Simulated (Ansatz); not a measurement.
# Geometry relaxation of C9H12O2 (part 3 of 3)

Continued. System: C9H12O2, SMILES CCc1ccc(O)c(OC)c1. Method: RKS PBE0-D4/def2-TZVP (Ansatz 0.2.0). 

Geometry of the input (Å):
```
C  3.6638  -0.9413  -0.6070
C  2.7767  0.1185  -1.2787
C  1.4637  0.3307  -0.5574
C  1.3434  1.2744  0.4800
C  0.1318  1.4061  1.1693
C  -0.9917  0.6167  0.8642
O  -2.1709  0.7635  1.5525
C  -0.8873  -0.3431  -0.1809
O  -1.8611  -1.1901  -0.6208
C  -3.1725  -1.1990  -0.0736
C  0.3421  -0.4587  -0.8599
H  3.1481  -1.9227  -0.5697
H  3.9036  -0.6559  0.4379
H  4.6205  -1.0767  -1.1528
H  2.5772  -0.1809  -2.3297
H  3.3275  1.0821  -1.3300
H  2.1972  1.9156  0.7487
H  0.0362  2.1509  1.9788
H  -2.0357  1.4650  2.2152
H  -3.6867  -0.2237  -0.1989
H  -3.1761  -1.4614  1.0045
H  -3.7228  -1.9758  -0.6390
H  0.3857  -1.2108  -1.6630
```

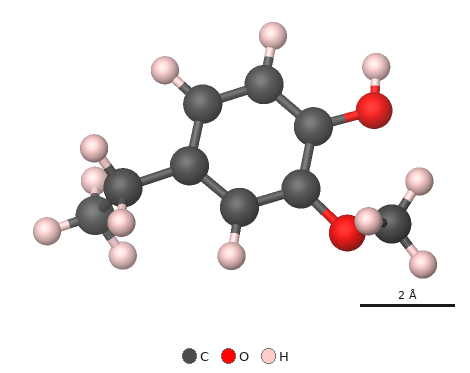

The geometry at step 29 of the log (ball-and-stick view, seen at a tilt).

**Trajectory as extended XYZ, continued**
```
23
Properties=species:S:1:pos:R:3:forces:R:3 step=22 energy=-13612.28412 accepted=F
C     3.6169   -0.8622   -0.6996   -0.0030   0.0082  -0.0029
C     2.6287    0.1231   -1.3160   -0.0061  -0.0071   0.0033
C     1.3834    0.2808   -0.4921    0.0035  -0.0167  -0.0125
C     1.2646    1.2911    0.4518    0.0000   0.0060   0.0140
C     0.1323    1.3892    1.2444   -0.0129  -0.0018  -0.0112
C    -0.9107    0.4837    1.1184    0.0028   0.0055  -0.0186
O    -2.0170    0.5422    1.9079    0.0473   0.0888   0.0897
C    -0.8182   -0.5274    0.1550    0.0457  -0.0207  -0.0166
O    -1.7682   -1.4871   -0.0104    0.0300   0.0127   0.0015
C    -3.0695   -1.0482   -0.3574    0.0380  -0.0956   0.0679
C     0.3250   -0.6112   -0.6245    0.0003   0.0251   0.0080
H     3.1651   -1.8511   -0.5929   -0.0024  -0.0024   0.0013
H     3.9256   -0.5321    0.2952   -0.0016  -0.0001  -0.0009
H     4.5123   -0.9629   -1.3182   -0.0010   0.0002   0.0005
H     2.3599   -0.2136   -2.3219    0.0022  -0.0004  -0.0043
H     3.1104    1.0982   -1.4326    0.0046   0.0068  -0.0029
H     2.0649    2.0132    0.5737    0.0036   0.0005   0.0073
H     0.0541    2.1805    1.9856    0.0054  -0.0003  -0.0049
H    -1.8934    1.2578    2.5430   -0.0736  -0.1396  -0.1116
H    -3.0357   -0.3252   -1.1754    0.0307   0.0611  -0.0729
H    -3.5778   -0.6062    0.4978   -0.0839   0.0659   0.0545
H    -3.6074   -1.9360   -0.6885   -0.0273   0.0071   0.0098
H     0.3675   -1.4136   -1.3538   -0.0023  -0.0031   0.0015
23
Properties=species:S:1:pos:R:3:forces:R:3 step=24 energy=-13612.28800
C     3.6185   -0.8594   -0.7006   -0.0012  -0.0002  -0.0009
C     2.6304    0.1258   -1.3166   -0.0007  -0.0009   0.0004
C     1.3847    0.2796   -0.4928    0.0024   0.0020   0.0040
C     1.2618    1.2904    0.4507    0.0065  -0.0128   0.0088
C     0.1300    1.3837    1.2452   -0.0195   0.0108  -0.0123
C    -0.9087    0.4742    1.1179    0.0026   0.0105   0.0123
O    -2.0150    0.5174    1.9082    0.0204   0.0065   0.0026
C    -0.8137   -0.5343    0.1531    0.0320  -0.0262   0.0119
O    -1.7685   -1.4897   -0.0087   -0.0039   0.0100   0.0074
C    -3.0668   -1.0377   -0.3512   -0.0656   0.0023  -0.0273
C     0.3300   -0.6170   -0.6247   -0.0275   0.0236  -0.0307
H     3.1668   -1.8487   -0.5960    0.0005  -0.0014   0.0006
H     3.9249   -0.5309    0.2954    0.0002   0.0011   0.0002
H     4.5151   -0.9588   -1.3175   -0.0008   0.0011  -0.0010
H     2.3632   -0.2095   -2.3235    0.0002   0.0003  -0.0015
H     3.1113    1.1018   -1.4312   -0.0004   0.0022  -0.0002
H     2.0596    2.0151    0.5733    0.0019  -0.0003   0.0016
H     0.0498    2.1745    1.9865    0.0050  -0.0017   0.0011
H    -1.9166    1.2431    2.5311   -0.0184  -0.0183  -0.0103
H    -3.0253   -0.3444   -1.2018   -0.0031  -0.0594   0.0648
H    -3.5615   -0.5484    0.4927    0.0319  -0.0251  -0.0689
H    -3.6292   -1.9279   -0.6421    0.0301   0.0839   0.0267
H     0.3721   -1.4159   -1.3580    0.0076  -0.0080   0.0108
23
Properties=species:S:1:pos:R:3:forces:R:3 step=25 energy=-13612.28843
C     3.6155   -0.8549   -0.7043   -0.0035  -0.0001  -0.0007
C     2.6231    0.1274   -1.3185    0.0042  -0.0011   0.0018
C     1.3801    0.2799   -0.4904    0.0029   0.0064  -0.0002
C     1.2617    1.2873    0.4573   -0.0076   0.0012  -0.0146
C     0.1313    1.3815    1.2535   -0.0096  -0.0140   0.0137
C    -0.9070    0.4708    1.1300    0.0017   0.0095   0.0055
O    -2.0101    0.5125    1.9248    0.0226   0.0138   0.0039
C    -0.8147   -0.5367    0.1637    0.0138   0.0047  -0.0291
O    -1.7718   -1.4909    0.0043   -0.0253   0.0263   0.0223
C    -3.0608   -1.0350   -0.3698   -0.0942   0.0311  -0.0373
C     0.3237   -0.6147   -0.6221   -0.0009  -0.0147   0.0157
H     3.1661   -1.8449   -0.5967    0.0016  -0.0011   0.0005
H     3.9245   -0.5241    0.2901   -0.0001   0.0005  -0.0005
H     4.5103   -0.9534   -1.3240   -0.0016   0.0011  -0.0014
H     2.3530   -0.2098   -2.3240    0.0007   0.0004   0.0004
H     3.1018    1.1041   -1.4360   -0.0009   0.0018  -0.0010
H     2.0603    2.0114    0.5787    0.0043  -0.0002   0.0036
H     0.0548    2.1697    1.9980    0.0024   0.0027  -0.0026
H    -1.9061    1.2342    2.5519   -0.0240  -0.0293  -0.0190
H    -3.0053   -0.4051   -1.2721   -0.0067  -0.1192   0.1645
H    -3.5434   -0.4731    0.4398    0.0726  -0.0911  -0.1501
H    -3.6419   -1.9350   -0.5939    0.0519   0.1621   0.0328
H     0.3673   -1.4180   -1.3506   -0.0043   0.0091  -0.0081
23
Properties=species:S:1:pos:R:3:forces:R:3 step=27 energy=-13612.29187
C     3.6140   -0.8516   -0.7098   -0.0011   0.0017  -0.0002
C     2.6173    0.1289   -1.3195   -0.0002   0.0001  -0.0006
C     1.3766    0.2784   -0.4874    0.0042   0.0077   0.0037
C     1.2595    1.2852    0.4612    0.0015  -0.0074  -0.0064
C     0.1319    1.3777    1.2620   -0.0083  -0.0010   0.0091
C    -0.9057    0.4666    1.1395    0.0028   0.0000   0.0108
O    -2.0097    0.5045    1.9324    0.0115   0.0021  -0.0005
C    -0.8137   -0.5417    0.1743    0.0060   0.0106  -0.0286
O    -1.7745   -1.4936    0.0231   -0.0178  -0.0022   0.0195
C    -3.0522   -1.0309   -0.3802    0.0219   0.0001  -0.0047
C     0.3216   -0.6187   -0.6157   -0.0076  -0.0089   0.0089
H     3.1675   -1.8428   -0.6006   -0.0002  -0.0002  -0.0002
H     3.9265   -0.5204    0.2834    0.0003  -0.0001   0.0000
H     4.5063   -0.9478   -1.3334   -0.0004   0.0002  -0.0003
H     2.3446   -0.2081   -2.3243   -0.0003   0.0000  -0.0005
H     3.0933    1.1068   -1.4382    0.0002   0.0005  -0.0002
H     2.0587    2.0088    0.5820   -0.0005   0.0005  -0.0004
H     0.0572    2.1658    2.0068    0.0010   0.0010  -0.0026
H    -1.9144    1.2290    2.5568   -0.0088  -0.0063  -0.0029
H    -2.9779   -0.4547   -1.3094   -0.0006  -0.0103   0.0028
H    -3.5222   -0.4172    0.3911    0.0025  -0.0054  -0.0067
H    -3.6548   -1.9214   -0.5577   -0.0062   0.0147   0.0030
H     0.3629   -1.4199   -1.3465    0.0001   0.0025  -0.0029
23
Properties=species:S:1:pos:R:3:forces:R:3 step=29 energy=-13612.28798 accepted=F
C     3.6077   -0.8489   -0.7144    0.0065  -0.0138  -0.0055
C     2.6081    0.1293   -1.3225   -0.0047   0.0006   0.0084
C     1.3695    0.2762   -0.4866   -0.0154  -0.0115  -0.0308
C     1.2571    1.2801    0.4633   -0.0045   0.0306   0.0153
C     0.1347    1.3778    1.2727    0.0044  -0.0059  -0.0022
C    -0.9013    0.4630    1.1594   -0.0653   0.0456  -0.0673
O    -2.0091    0.4914    1.9489    0.0453   0.0008   0.0038
C    -0.8168   -0.5405    0.1842    0.0498  -0.1097   0.2391
O    -1.7776   -1.5025    0.0670    0.0737   0.1079  -0.0899
C    -3.0296   -1.0310   -0.3937   -0.1478   0.0270   0.0211
C     0.3120   -0.6204   -0.6118   -0.0043   0.0305  -0.0483
H     3.1635   -1.8411   -0.6040    0.0008   0.0018  -0.0005
H     3.9225   -0.5175    0.2782   -0.0049   0.0036  -0.0038
H     4.4988   -0.9436   -1.3401   -0.0003  -0.0004   0.0008
H     2.3347   -0.2071   -2.3274   -0.0034  -0.0041   0.0013
H     3.0827    1.1081   -1.4408   -0.0048   0.0017  -0.0022
H     2.0571    2.0043    0.5776   -0.0033  -0.0012   0.0025
H     0.0738    2.1774    2.0068   -0.0506  -0.0506   0.0202
H    -1.9397    1.2173    2.5757    0.0674  -0.0181  -0.0546
H    -2.9186   -0.5061   -1.3488    0.0026  -0.0021  -0.0082
H    -3.4963   -0.3653    0.3366   -0.0034   0.0088  -0.0392
H    -3.6663   -1.9040   -0.5393    0.0548  -0.0214   0.0120
H     0.3459   -1.4139   -1.3516    0.0074  -0.0200   0.0281
23
Properties=species:S:1:pos:R:3:forces:R:3 step=31 energy=-13612.29302
C     3.6068   -0.8457   -0.7205    0.0036  -0.0003  -0.0033
C     2.6017    0.1305   -1.3232    0.0016  -0.0039   0.0060
C     1.3677    0.2754   -0.4805   -0.0141   0.0037  -0.0199
C     1.2548    1.2822    0.4678   -0.0026   0.0068   0.0102
C     0.1339    1.3742    1.2795    0.0202  -0.0107   0.0050
C    -0.9002    0.4588    1.1662   -0.0127   0.0093  -0.0243
O    -2.0026    0.4906    1.9597   -0.0120  -0.0056   0.0056
C    -0.8129   -0.5491    0.1995   -0.0058  -0.0082   0.0273
O    -1.7817   -1.4978    0.0678   -0.0138   0.0295  -0.0187
C    -3.0300   -1.0244   -0.4086   -0.0378   0.0318  -0.0124
C     0.3138   -0.6256   -0.6004    0.0207  -0.0036   0.0113
H     3.1648   -1.8385   -0.6067    0.0004   0.0003  -0.0005
H     3.9259   -0.5124    0.2699   -0.0001   0.0000  -0.0014
H     4.4945   -0.9392   -1.3511   -0.0001  -0.0007   0.0007
H     2.3223   -0.2082   -2.3257   -0.0013   0.0002   0.0023
H     3.0731    1.1102   -1.4463   -0.0006   0.0002   0.0002
H     2.0531    2.0083    0.5806   -0.0014  -0.0005  -0.0009
H     0.0657    2.1637    2.0232   -0.0072  -0.0010  -0.0004
H    -1.9206    1.2216    2.5780    0.0137   0.0039  -0.0009
H    -2.9112   -0.5402   -1.3876   -0.0153  -0.0461   0.0839
H    -3.4899   -0.3210    0.2939    0.0444  -0.0627  -0.0680
H    -3.6694   -1.9021   -0.5158    0.0249   0.0541   0.0016
H     0.3532   -1.4282   -1.3300   -0.0045   0.0034  -0.0034
23
Properties=species:S:1:pos:R:3:forces:R:3 step=33 energy=-13612.29363
C     3.6076   -0.8455   -0.7226    0.0006   0.0000  -0.0008
C     2.6013    0.1313   -1.3222    0.0007  -0.0010   0.0017
C     1.3678    0.2755   -0.4785   -0.0040   0.0072  -0.0064
C     1.2554    1.2815    0.4711    0.0026  -0.0043   0.0030
C     0.1345    1.3727    1.2822    0.0002   0.0008   0.0008
C    -0.9019    0.4601    1.1656   -0.0037   0.0000  -0.0002
O    -2.0051    0.4948    1.9585   -0.0007  -0.0006  -0.0005
C    -0.8138   -0.5487    0.2005    0.0023   0.0022  -0.0025
O    -1.7821   -1.4969    0.0664   -0.0002  -0.0036   0.0006
C    -3.0300   -1.0258   -0.4110    0.0026   0.0005   0.0006
C     0.3142   -0.6253   -0.5984    0.0030  -0.0063   0.0075
H     3.1661   -1.8385   -0.6094    0.0001  -0.0001  -0.0001
H     3.9286   -0.5135    0.2676    0.0000   0.0000  -0.0001
H     4.4941   -0.9380   -1.3551    0.0003  -0.0003   0.0001
H     2.3204   -0.2063   -2.3246   -0.0002   0.0001   0.0003
H     3.0723    1.1112   -1.4449   -0.0003  -0.0001   0.0003
H     2.0543    2.0067    0.5854   -0.0004   0.0009  -0.0009
H     0.0645    2.1617    2.0262   -0.0002   0.0003  -0.0003
H    -1.9173    1.2235    2.5787    0.0014   0.0000   0.0005
H    -2.9144   -0.5577   -1.3948    0.0019   0.0014  -0.0071
H    -3.4824   -0.3125    0.2811   -0.0026   0.0062   0.0042
H    -3.6741   -1.8996   -0.5035   -0.0018  -0.0055   0.0018
H     0.3529   -1.4273   -1.3286   -0.0016   0.0024  -0.0024
23
Properties=species:S:1:pos:R:3:forces:R:3 step=34 energy=-13612.29371
C     3.6068   -0.8449   -0.7248   -0.0006  -0.0002   0.0003
C     2.5991    0.1319   -1.3222    0.0003   0.0004  -0.0002
C     1.3666    0.2754   -0.4771    0.0003   0.0018   0.0000
C     1.2553    1.2806    0.4736   -0.0001  -0.0001  -0.0022
C     0.1347    1.3719    1.2853    0.0000  -0.0019   0.0024
C    -0.9018    0.4594    1.1691   -0.0024   0.0021  -0.0012
O    -2.0052    0.4946    1.9616    0.0012   0.0003   0.0000
C    -0.8140   -0.5494    0.2040    0.0030  -0.0002  -0.0005
O    -1.7832   -1.4972    0.0718    0.0013   0.0005  -0.0006
C    -3.0269   -1.0257   -0.4157   -0.0067   0.0005  -0.0012
C     0.3132   -0.6260   -0.5958   -0.0005  -0.0031   0.0020
H     3.1659   -1.8381   -0.6114    0.0000   0.0000   0.0000
H     3.9293   -0.5133    0.2651   -0.0002   0.0000   0.0000
H     4.4923   -0.9366   -1.3587   -0.0001   0.0001  -0.0001
H     2.3170   -0.2051   -2.3245    0.0003   0.0001   0.0001
H     3.0695    1.1120   -1.4450    0.0000  -0.0001   0.0000
H     2.0539    2.0061    0.5869    0.0003   0.0000   0.0003
H     0.0653    2.1608    2.0295    0.0002   0.0008  -0.0003
H    -1.9167    1.2230    2.5821   -0.0005  -0.0012   0.0002
H    -2.9069   -0.5770   -1.4085    0.0003  -0.0020   0.0058
H    -3.4747   -0.2959    0.2630    0.0022  -0.0022  -0.0050
H    -3.6778   -1.8962   -0.4921    0.0020   0.0036   0.0009
H     0.3511   -1.4273   -1.3267   -0.0003   0.0008  -0.0008
23
Properties=species:S:1:pos:R:3:forces:R:3 step=36 energy=-13612.29372
C     3.6059   -0.8447   -0.7257   -0.0001  -0.0002   0.0002
C     2.5983    0.1326   -1.3222   -0.0003   0.0005  -0.0005
C     1.3660    0.2757   -0.4766    0.0014  -0.0008   0.0020
C     1.2551    1.2805    0.4745   -0.0014   0.0018  -0.0032
C     0.1349    1.3715    1.2868   -0.0003  -0.0010   0.0016
C    -0.9018    0.4591    1.1705    0.0001   0.0012   0.0004
O    -2.0051    0.4941    1.9629    0.0011   0.0002  -0.0004
C    -0.8139   -0.5497    0.2055    0.0000  -0.0002  -0.0012
O    -1.7835   -1.4973    0.0743   -0.0003   0.0001   0.0006
C    -3.0255   -1.0257   -0.4179   -0.0004   0.0006  -0.0005
C     0.3129   -0.6261   -0.5948   -0.0006  -0.0007   0.0002
H     3.1649   -1.8380   -0.6128    0.0000  -0.0001   0.0000
H     3.9287   -0.5138    0.2643   -0.0001  -0.0001   0.0001
H     4.4913   -0.9362   -1.3599   -0.0001   0.0000   0.0000
H     2.3158   -0.2037   -2.3246    0.0001   0.0001  -0.0001
H     3.0688    1.1127   -1.4445    0.0001   0.0000   0.0000
H     2.0536    2.0062    0.5875    0.0004  -0.0006   0.0008
H     0.0656    2.1605    2.0310    0.0002   0.0002  -0.0003
H    -1.9162    1.2216    2.5844   -0.0007  -0.0005   0.0003
H    -2.9037   -0.5886   -1.4154   -0.0003  -0.0005   0.0008
H    -3.4695   -0.2864    0.2526    0.0005  -0.0010  -0.0003
H    -3.6804   -1.8940   -0.4841    0.0005   0.0008   0.0000
H     0.3506   -1.4272   -1.3260    0.0000   0.0002  -0.0002
```

**Results in brief**

| quantity | value |
| --- | --- |
| outcome | converged |
| total energy | −13612.2938 eV |
| mean-field energy | −13611.7478 eV |
| SCF solution under orbital rotations | stable |
| largest force (length of the vector) at the end | 0.004 eV/Å |
| hardware | 8 threads of Arm Neoverse V2, 24 GiB of memory available, shared host |
| wall time | 6.9 min (CPU time 53 min) |
| peak memory | 2.4 GiB |
